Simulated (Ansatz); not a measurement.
```json
{"atom": "C", "x (Å)": "-1.2385", "y (Å)": "1.4105", "z (Å)": "1.8604"}
{"atom": "N", "x (Å)": "0.6771", "y (Å)": "-1.4669", "z (Å)": "1.6977"}
{"atom": "N", "x (Å)": "-0.4437", "y (Å)": "-0.0830", "z (Å)": "-1.1574"}
{"atom": "N", "x (Å)": "-2.5918", "y (Å)": "-1.6319", "z (Å)": "0.9197"}
{"atom": "Zr", "x (Å)": "-0.8831", "y (Å)": "-0.5311", "z (Å)": "0.7808"}
{"atom": "H", "x (Å)": "-1.3055", "y (Å)": "1.2702", "z (Å)": "2.9553"}
{"atom": "H", "x (Å)": "-0.4263", "y (Å)": "2.1391", "z (Å)": "1.6799"}
{"atom": "H", "x (Å)": "-2.1801", "y (Å)": "1.8949", "z (Å)": "1.5413"}
{"atom": "H", "x (Å)": "1.5593", "y (Å)": "-1.7877", "z (Å)": "1.3062"}
{"atom": "H", "x (Å)": "0.6982", "y (Å)": "-1.6439", "z (Å)": "2.7015"}
{"atom": "H", "x (Å)": "-0.9007", "y (Å)": "-0.3901", "z (Å)": "-2.0127"}
{"atom": "H", "x (Å)": "0.2918", "y (Å)": "0.5744", "z (Å)": "-1.4154"}
{"atom": "H", "x (Å)": "-2.7314", "y (Å)": "-2.5657", "z (Å)": "1.2980"}
{"atom": "H", "x (Å)": "-3.5030", "y (Å)": "-1.2678", "z (Å)": "0.6428"}
```

Geometry: PBE0-D4/def2-SVP; core potentials replace the inner electrons of Zr.

Method: isolated molecule in a Gaussian basis; Kohn-Sham density functional theory, functional PBE0 (Ansatz 0.2.0).

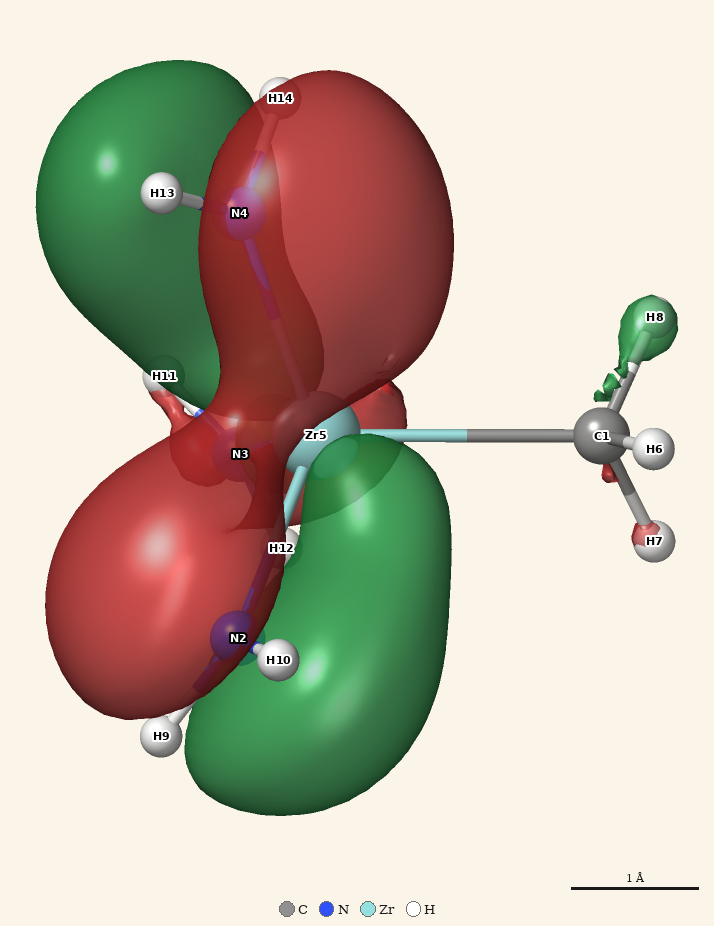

CH₉N₃Zr (SMILES [CH3][Zr]([NH2])([NH2])[NH2]). The HOMO−1 at ±0.08 Å⁻³ᐟ² (green and red are the two phases), seen from one side.

Question: Describe this orbital and give its energy.

Answer: It lies mainly on N2 (about 25 %), N3 (about 25 %), N4 (about 25 %) and Zr5 (about 15 %); largely a combination of lone pairs on N2, N3 and N4. Its energy is −7.36 eV.
